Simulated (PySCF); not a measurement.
C4H11AlO3, SMILES CC(C)(C)[O][Al]([OH])[OH] at its GFN2-xTB optimised geometry (Å):

```
19

Al    -1.4357    -0.2139     0.0000
O     -2.3271     1.1883     0.0000
H     -3.2526     1.3902     0.0048
O     -2.2160    -1.6817    -0.0039
H     -1.9377    -2.5870    -0.0046
O      0.2188    -0.2139     0.0000
C      1.4132     0.5178    -0.0036
C      2.3076    -0.0300     1.1141
C      2.0895     0.3284    -1.3650
C      1.1157     1.9975     0.2341
H      3.2526     0.5056     1.1417
H      2.5013    -1.0870     0.9488
H      1.8056     0.0829     2.0722
H      2.2790    -0.7278    -1.5407
H      3.0306     0.8704    -1.4025
H      1.4332     0.6965    -2.1503
H      0.6217     2.1154     1.1957
H      0.4398     2.3536    -0.5396
H      2.0288     2.5870     0.2208
```

Level of theory: PBE0/def2-SVP in PySCF 2.14.0. Cells within 0.4 Å of a nucleus heavier than hydrogen are left out (blank, or x).

Map of the deformation density (molecule minus spherical neutral atoms) (e/bohr³) on the plane z = 0.8 Å:

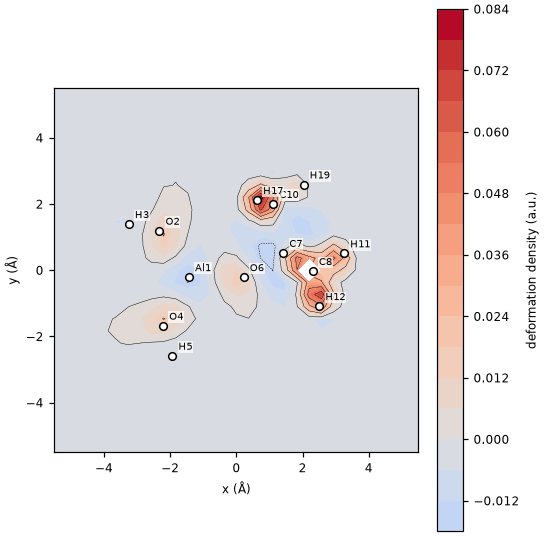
Figure: Deformation density (molecule minus spherical neutral atoms) (e/bohr³) on the plane z = 0.8 Å.
